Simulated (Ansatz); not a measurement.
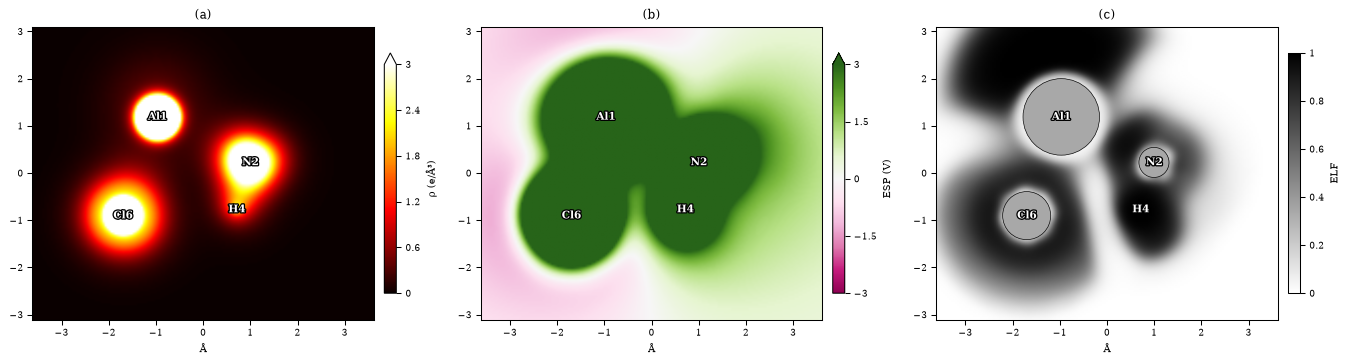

AlClH3N. (a) electron density; (b) electrostatic potential; (c) ELF on the plane of atoms Al1, N2 and H4. Grey discs cover the atomic cores in the ELF map.

Level of theory: RKS LDA/def2-SVP (Ansatz).

The calculation's input:

```
crystal:
  periodic: [false, false, false]
  atoms:
    - { symbol: Al, position_ang: [0.100817, -0.347392, -1.047437] }
    - { symbol: "N", position_ang: [1.50617, -0.025205, 1.708642] }
    - { symbol: H, position_ang: [0.791233, -0.746356, 1.877487] }
    - { symbol: H, position_ang: [1.041894, 0.8783, 1.539139] }
    - { symbol: H, position_ang: [2.080795, -0.289786, 0.879758] }
    - { symbol: Cl, position_ang: [-1.566009, 0.530439, 0.013811] }
basis:
  gaussian: { orbitals: def2-SVP }
hamiltonian:
  xc: lda
relax:
  f_tol: 0.03
  max_steps: 50
output:
  orbitals: {}
```

Launched as:

```sh
ansatz run input.yaml --threads 1 --pin off --max-ram 2048MiB --backend cpu --events-out ev --progress --plain --runs-dir out
```

The fields are those of the run's last geometry, not of the input's.

**What does the map show?**

Atoms in the plane: Al, N, H and Cl.
Al–N (2.19 Å): ρ at the midpoint is about 0.39 e/Å³; the ELF peaks at about 0.95 in the valence shell of N, 0.7 Å from its nucleus, and is about 0.70 at the midpoint.
Al–Cl (2.22 Å): ρ is about 0.56 e/Å³ halfway; the ELF peaks at about 0.85 in the valence shell of Cl, 0.9 Å from its nucleus, and is about 0.75 at the midpoint.
N–H (1.04 Å): ρ is about 2.7 e/Å³ halfway; the ELF climbs to about 1 towards the hydrogen, as it does in any bond to H: a covalent bond by its length.
The ELF also peaks beside Cl6 and Al1, away from the bonds: lone-pair regions.
Outside the dense part of the molecule the potential is most negative (−1.3 V) near Cl6.
